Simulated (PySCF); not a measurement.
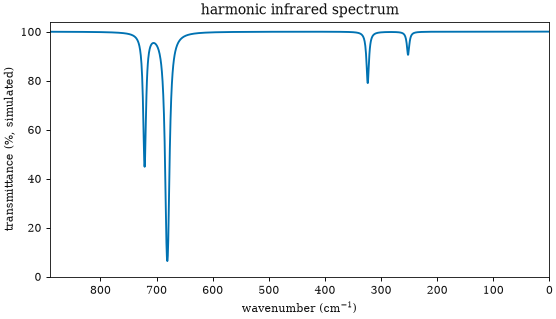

IR spectrum of AsF₃, singlet, at a minimum, with As as the central atom. Unscaled harmonic wavenumbers and double-harmonic intensities, B3LYP/def2-TZVP in PySCF 2.14.0, isolated molecule. Structures are the lowest points that the searches found. Degenerate modes count as one line, with their intensities summed. Lorentzian lines of 5 cm⁻¹ full width. Close modes add up in the curve.

Which point group goes with this spectrum?

Answer. The calculation gave C3v. Its 6 modes give 4 distinct wavenumbers, 4 with an intensity of 0.05 km/mol or more.
```tsv
cm⁻¹	km/mol	symmetry
251.8	9.6	e (×2)
323.7	22.7	a1
680.8	265.4	e (×2)
721.3	76.2	a1
```

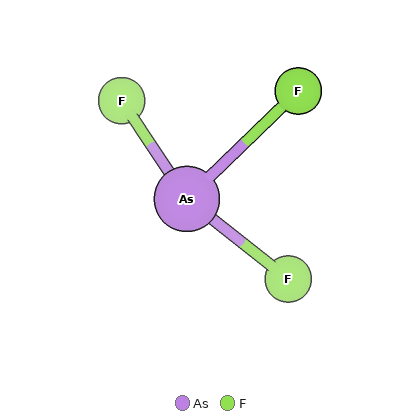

Note: no scalar relativity.
